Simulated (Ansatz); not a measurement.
**Zn: energy over two strains, part 1 of 2**

How does the energy of Zn (Im-3m, No. 229; 1 atom in the cell) change over two coordinates at once? A grid of runs gives the map.

Computed with Ansatz 0.2.0 (DFT LDA, scalar-relativistic, plane waves, PAW, unless a step's input says otherwise).

2 further runs of the same task are left out: 2 set aside as unsound or not needed.

### Step 1. The structure to begin with

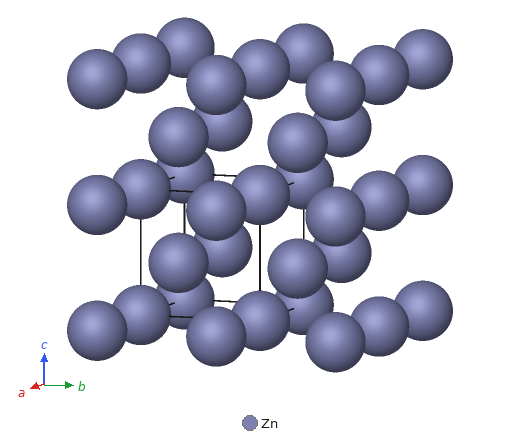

The starting structure, seen slightly off an axis (zinc blue). 2×2×2 cells are drawn. Atoms on the faces are drawn again on the opposite ones. The cell drawn here is the conventional one.

As a file:

```
CELL_PARAMETERS angstrom
-1.50564 1.50564 1.50564
1.50564 -1.50564 1.50564
1.50564 1.50564 -1.50564
ATOMIC_POSITIONS crystal
Zn 0.00000 0.00000 0.00000
```

It goes back to an entry of the Materials Project, which need not be the stable form.

It is the result of an earlier relaxation at this level (volume 13.65 Å³/atom; gap on the mesh: none (metal)).

### Step 2. Reference run

input.yaml reads:

```yaml
crystal:
  lattice:
    - [-1.5056386871, 1.5056386871, 1.5056386871]
    - [1.5056386871, -1.5056386871, 1.5056386871]
    - [1.5056386871, 1.5056386871, -1.5056386871]
  atoms:
    - { symbol: Zn, position: [0.0, 0.0, 0.0] }
basis:
  ecutwfc: 520.0
kpoints:
  mp_grid: { grid: [20, 20, 20] }
hamiltonian:
  xc: lda
  pseudopotentials: { kind: paw }
scf:
  occupations: { method: gaussian, width: 0.15 }
output:
  forces: true
  stress: true
  eigenvalues: true
```

The run is started by

```console
$ ansatz run input.yaml --threads 1 --pin off --max-ram 2048MiB --backend cpu --events-out ev --progress --plain --runs-dir out
```

The log of the run, cut to the lines that bear on the results:

```text
Warning: RAYON_NUM_THREADS=1 ignored (pool sized by the plan → 1); use --threads N
[...]
Pseudopotentials: kind: paw
Pseudopotential: Zn, paw, valence charge 12, recommended cutoff 420 eV (normal), Zn.paw.azcp
Functional definition: SPW92
[...]
Crystal: 1 atoms, lattice volume = 13.653 Å³
Basis set: ecut = 520 eV, 369 PW (Γ)
Bands: 10, of which v1, the nominal top of the filled ones, is band 6 counted from 1 (5 counted from 0)
Symmetry: 48 space group operations
Space group: Im-3m (ITA 229), of the structure as read, at distance tolerance 2.4e-5 Å
k-points: 256 of 8000
[...]
SCF iter   1: F=—  HF=-3246.159017 eV  |F-HF|=—  |Δ(HF+E_count)|=         —  Δρ=4.71e-3  dr2=1.05e-3  ethr=1.77e-3  ⟨swp⟩=4.7  Hψ=16938  notcnv=0
[...]
SCF iter   6: F=-3246.158828 eV  HF=-3246.158828 eV  |F-HF|=4.03e-9  |Δ(HF+E_count)|=   8.70e-8  Δρ=1.28e-5  dr2=8.05e-9  ethr=8.33e-10  ⟨swp⟩=3.4  Hψ=10999  notcnv=0
[...]
SCF converged after 6 iterations
Free energy (F): -3246.158828 eV
[...]
E sigma→0 (E₀):  -3246.157339 eV
Entropy (-TS):   -0.002977 eV (-2.977 meV/atom)
Fermi energy:    12.558309 eV
[...]
--- Forces (eV/Å), atoms counted from 1 ---
  atom   1  Zn     0.00000000    -0.00000000     0.00000000
[...]
--- Stress (GPa, compression-positive) ---
        0.060887      -0.000000       0.000000
        0.000000       0.060887       0.000000
        0.000000      -0.000000       0.060887
  P = ⅓ Tr σ = 0.0609 GPa (0.609 kbar)
--- Band table (eV; the first three rows and the last of 256) ---
  k-point 0: bands = ["1.0622", "4.2762", "4.2762", "4.2762", "4.9048", "4.9048", "33.2759", "33.2759", "33.2759", "33.9289"]
[...]
```

Run time: 4.9 s. Hardware: 1 thread of Arm Neoverse N1, shared host; peak memory 0.31 GiB.

### Step 3. The grid

The energy is mapped over two homogeneous strains (x along [1 0 0], y along [0 1 0], z along [0 0 1] of the conventional cell).

First coordinate, normal strain along x: 7 values from −4.00 %. Second coordinate, normal strain along z: 7 values from −4.00 %.

Nothing else is relaxed (symmetry fixes all fractional coordinates). Energies count from the relaxed crystal. Points are written as (first, second).

Of the runs on the grid, 8 are shown in the steps below; the others differ only in the two coordinates.

### Step 4. The run at (−1.33 %, 1.33 %)

input.yaml, as its differences from that of step 2:

```diff
@@ -2,5 +2,5 @@
   lattice:
-    - [-1.5056386871, 1.5056386871, 1.5056386871]
-    - [1.5056386871, -1.5056386871, 1.5056386871]
-    - [1.5056386871, 1.5056386871, -1.5056386871]
+    - [-1.4856136926, 1.5056386871, 1.5256636816]
+    - [1.4856136926, -1.5056386871, 1.5256636816]
+    - [1.4856136926, 1.5056386871, -1.5256636816]
   atoms:
```

The run is started by

```console
$ ansatz run input.yaml --threads 1 --pin off --max-ram 2048MiB --backend cpu --events-out ev --progress --plain --runs-dir out
```

The log of the run, cut to the lines that bear on the results:

```text
Warning: RAYON_NUM_THREADS=1 ignored (pool sized by the plan → 1); use --threads N
[...]
Pseudopotentials: kind: paw
Pseudopotential: Zn, paw, valence charge 12, recommended cutoff 420 eV (normal), Zn.paw.azcp
Functional definition: SPW92
[...]
Crystal: 1 atoms, lattice volume = 13.650 Å³
Basis set: ecut = 520 eV, 369 PW (Γ)
Bands: 10, of which v1, the nominal top of the filled ones, is band 6 counted from 1 (5 counted from 0)
Symmetry: 8 space group operations
Space group: Immm (ITA 71), of the structure as read, at distance tolerance 2.4e-5 Å
k-points: 1166 of 8000
[...]
SCF iter   1: F=—  HF=-3246.159853 eV  |F-HF|=—  |Δ(HF+E_count)|=         —  Δρ=4.76e-3  dr2=1.07e-3  ethr=1.77e-3  ⟨swp⟩=4.7  Hψ=77446  notcnv=0
[...]
SCF iter   6: F=-3246.159677 eV  HF=-3246.159677 eV  |F-HF|=4.26e-9  |Δ(HF+E_count)|=   9.05e-8  Δρ=1.32e-5  dr2=8.40e-9  ethr=8.33e-10  ⟨swp⟩=3.4  Hψ=50179  notcnv=0
[...]
SCF converged after 6 iterations
Free energy (F): -3246.159677 eV
[...]
E sigma→0 (E₀):  -3246.158207 eV
Entropy (-TS):   -0.002940 eV (-2.940 meV/atom)
Fermi energy:    12.547611 eV
[...]
--- Forces (eV/Å), atoms counted from 1 ---
  atom   1  Zn     0.00000000     0.00000000     0.00000000
[...]
--- Stress (GPa, compression-positive) ---
       -0.559006       0.000000       0.000000
        0.000000       0.016788       0.000000
        0.000000       0.000000       0.789616
  P = ⅓ Tr σ = 0.0825 GPa (0.825 kbar)
--- Band table (eV; the first three rows and the last of 1166) ---
  k-point 0: bands = ["1.0636", "4.2488", "4.2802", "4.3092", "4.8818", "4.9293", "33.0002", "33.0768", "33.4587", "33.7460"]
[...]
```

Wall time 20 s (1 thread of Arm Neoverse N1, shared host); peak memory 0.49 GiB.

Energy on the map's scale: −0.8 meV/atom.

### Step 5. Point (1.33 %, 1.33 %)

input.yaml, as its differences from that of step 4:

```diff
@@ -2,5 +2,5 @@
   lattice:
-    - [-1.4856136926, 1.5056386871, 1.5256636816]
-    - [1.4856136926, -1.5056386871, 1.5256636816]
-    - [1.4856136926, 1.5056386871, -1.5256636816]
+    - [-1.5256636816, 1.5056386871, 1.5256636816]
+    - [1.5256636816, -1.5056386871, 1.5256636816]
+    - [1.5256636816, 1.5056386871, -1.5256636816]
   atoms:
```

The run is started by

```console
$ ansatz run input.yaml --threads 1 --pin off --max-ram 2048MiB --backend cpu --events-out ev --progress --plain --runs-dir out
```

The log of the run, cut to the lines that bear on the results:

```text
Warning: RAYON_NUM_THREADS=1 ignored (pool sized by the plan → 1); use --threads N
[...]
Pseudopotentials: kind: paw
Pseudopotential: Zn, paw, valence charge 12, recommended cutoff 420 eV (normal), Zn.paw.azcp
Functional definition: SPW92
[...]
Crystal: 1 atoms, lattice volume = 14.018 Å³
Basis set: ecut = 520 eV, 373 PW (Γ)
Bands: 10, of which v1, the nominal top of the filled ones, is band 6 counted from 1 (5 counted from 0)
Symmetry: 16 space group operations
Space group: I4/mmm (ITA 139), of the structure as read, at distance tolerance 2.4e-5 Å
k-points: 641 of 8000
[...]
SCF iter   1: F=—  HF=-3246.156711 eV  |F-HF|=—  |Δ(HF+E_count)|=         —  Δρ=4.43e-3  dr2=9.88e-4  ethr=1.77e-3  ⟨swp⟩=4.9  Hψ=43245  notcnv=0
[...]
SCF iter   6: F=-3246.156495 eV  HF=-3246.156495 eV  |F-HF|=2.16e-10  |Δ(HF+E_count)|=   2.12e-8  Δρ=9.14e-7  dr2=4.60e-11  ethr=8.33e-10  ⟨swp⟩=5.1  Hψ=28442  notcnv=0
[...]
SCF converged after 6 iterations
Free energy (F): -3246.156495 eV
[...]
E sigma→0 (E₀):  -3246.154942 eV
Entropy (-TS):   -0.003106 eV (-3.106 meV/atom)
Fermi energy:    12.084943 eV
[...]
--- Forces (eV/Å), atoms counted from 1 ---
  atom   1  Zn     0.00000000    -0.00000000     0.00000000
[...]
--- Stress (GPa, compression-positive) ---
       -2.066327      -0.000000      -0.000000
       -0.000000      -2.744174       0.000000
       -0.000000       0.000000      -2.066327
  P = ⅓ Tr σ = -2.2923 GPa (-22.923 kbar)
--- Band table (eV; the first three rows and the last of 641) ---
  k-point 0: bands = ["0.8551", "3.9053", "3.9342", "3.9342", "4.5108", "4.5371", "32.2474", "32.2474", "32.5081", "33.2408"]
[...]
```

Wall time 13 s (1 thread of Arm Neoverse N1, shared host); peak memory 0.39 GiB.

On the map this point reads 2.3 meV/atom.

### Step 6. The run at (−4.00 %, −4.00 %)

input.yaml, as its differences from that of step 5:

```diff
@@ -2,5 +2,5 @@
   lattice:
-    - [-1.5256636816, 1.5056386871, 1.5256636816]
-    - [1.5256636816, -1.5056386871, 1.5256636816]
-    - [1.5256636816, 1.5056386871, -1.5256636816]
+    - [-1.4454131396, 1.5056386871, 1.4454131396]
+    - [1.4454131396, -1.5056386871, 1.4454131396]
+    - [1.4454131396, 1.5056386871, -1.4454131396]
   atoms:
```

The run is started by

```console
$ ansatz run input.yaml --threads 1 --pin off --max-ram 2048MiB --backend cpu --events-out ev --progress --plain --runs-dir out
```

The log of the run, cut to the lines that bear on the results:

```text
[...]
SCF converged after 6 iterations
Free energy (F): -3246.131333 eV
[...]
E sigma→0 (E₀):  -3246.129805 eV
Entropy (-TS):   -0.003057 eV (-3.057 meV/atom)
Fermi energy:    14.086866 eV
[...]
--- Forces (eV/Å), atoms counted from 1 ---
  atom   1  Zn    -0.00000000     0.00000000    -0.00000000
[...]
--- Stress (GPa, compression-positive) ---
        8.804865      -0.000000       0.000000
       -0.000000      11.564167       0.000000
        0.000000      -0.000000       8.804865
  P = ⅓ Tr σ = 9.7246 GPa (97.246 kbar)
--- Band table (eV; the first three rows and the last of 641) ---
  k-point 0: bands = ["1.7464", "5.3834", "5.3834", "5.4865", "6.0851", "6.1791", "35.4733", "35.7482", "35.7482", "35.7638"]
[...]
```

It took 10 s on 1 thread of Arm Neoverse N1, shared host; peak memory 0.38 GiB.

Energy on the map's scale: 27.5 meV/atom.

### Step 7. The run at (−4.00 %, 1.33 %)

input.yaml, as its differences from that of step 6:

```diff
@@ -2,5 +2,5 @@
   lattice:
-    - [-1.4454131396, 1.5056386871, 1.4454131396]
-    - [1.4454131396, -1.5056386871, 1.4454131396]
-    - [1.4454131396, 1.5056386871, -1.4454131396]
+    - [-1.4454131396, 1.5056386871, 1.5256636816]
+    - [1.4454131396, -1.5056386871, 1.5256636816]
+    - [1.4454131396, 1.5056386871, -1.5256636816]
   atoms:
```

The run is started by

```console
$ ansatz run input.yaml --threads 1 --pin off --max-ram 2048MiB --backend cpu --events-out ev --progress --plain --runs-dir out
```

The log of the run, cut to the lines that bear on the results:

```text
[...]
SCF converged after 6 iterations
Free energy (F): -3246.159089 eV
[...]
E sigma→0 (E₀):  -3246.157449 eV
Entropy (-TS):   -0.003280 eV (-3.280 meV/atom)
Fermi energy:    13.030367 eV
[...]
--- Forces (eV/Å), atoms counted from 1 ---
  atom   1  Zn     0.00000000     0.00000000    -0.00000000
[...]
--- Stress (GPa, compression-positive) ---
        0.880490      -0.000000       0.000000
       -0.000000       3.591286       0.000000
        0.000000       0.000000       4.280347
  P = ⅓ Tr σ = 2.9174 GPa (29.174 kbar)
--- Band table (eV; the first three rows and the last of 1166) ---
  k-point 0: bands = ["1.2857", "4.5786", "4.6810", "4.7098", "5.2481", "5.3591", "33.3601", "33.3909", "34.7344", "34.7817"]
[...]
```

Run time: 20 s. Hardware: 1 thread of Arm Neoverse N1, shared host; peak memory 0.49 GiB.

Energy on the map's scale: −0.3 meV/atom.

(Continued in part 2 of 2.)
